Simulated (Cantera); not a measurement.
Feed: 1 mol SiH4, 1.4 mol C2H2, 600 mol H2, 0.064 mol CH4, equilibrated at 18.0 mbar.

Method: chemical equilibrium by Gibbs-energy minimisation in Cantera with the NASA 1993 tables (ideal gas, pure condensed phases). Candidate condensed phases: C, C6H6, C7H8, C8H18, Si, SiC; 87 gas species. Gases not in the tables: Si2H6 and higher silanes. Rates play no part.

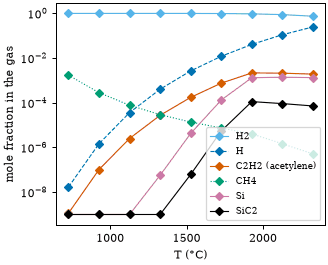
*Equilibrium gas composition (values under 1e-9 drawn at 1e-9)*

From 727 °C to 1727 °C the condensed part is C(graphite) + SiC(s). From 1927 °C to 2327 °C nothing is condensed.
